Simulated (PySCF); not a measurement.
System: C5H10SSi (SMILES CCC(=C=S)[SiH2]C).

```xyz
17

C    -2.7390   -0.2347    0.3110
C    -1.3839   -0.8464   -0.0189
C    -0.2373    0.0809    0.2894
C    -0.3432    1.2945    0.7145
S    -0.3186    2.7703    1.2350
Si    1.5095   -0.6227    0.0195
C     2.8190    0.6807    0.4210
H    -2.7898    0.0338    1.3641
H    -2.9031    0.6647   -0.2785
H    -3.5359   -0.9427    0.0941
H    -1.3441   -1.1078   -1.0803
H    -1.2456   -1.7716    0.5472
H     1.5928   -1.0449   -1.3864
H     1.6374   -1.7960    0.8964
H     2.6661    1.1051    1.4090
H     3.8151    0.2501    0.3952
H     2.7938    1.4990   -0.2927
```

Geometry: GFN2-xTB.

Theory: PySCF, PBE0/def2-SVPD, SCF density, gas phase.

> What will maps of the electron density and electron localisation function show?

C–C (1.29 Å): ρ at the midpoint is about 2.4 e/Å³; the ELF peaks at about 0.90 between the atoms: a short, multiple covalent bond.
C–S (1.57 Å): the density is about 1.8 e/Å³ at the midpoint; the ELF peaks at about 0.90 between the atoms; a covalent bond.
C–Si (1.89 Å): the density is about 0.94 e/Å³ at the midpoint; the ELF peaks at about 0.95 between the atoms (localised, covalent bonding).
C–H (1.09 Å): ρ is about 1.9 e/Å³ halfway; the ELF climbs to about 1 towards the hydrogen, as it does in any bond to H: a covalent bond by its length.

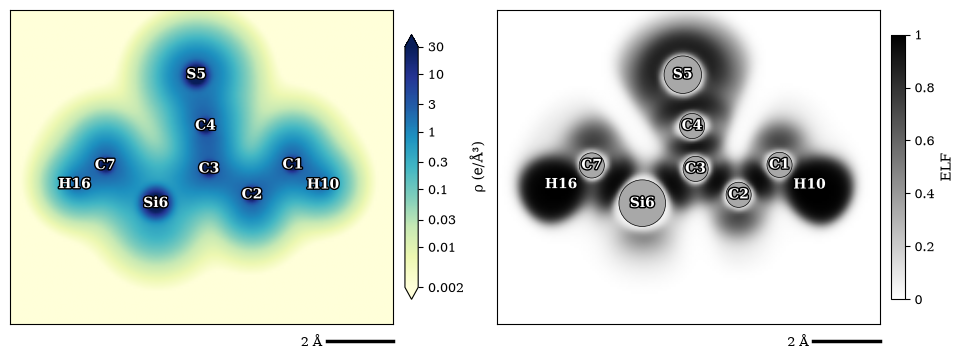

Computed electron density and electron localisation function on the plane of atoms C4, C3 and Si6, in this order. Grey discs cover the atomic cores in the ELF map. 
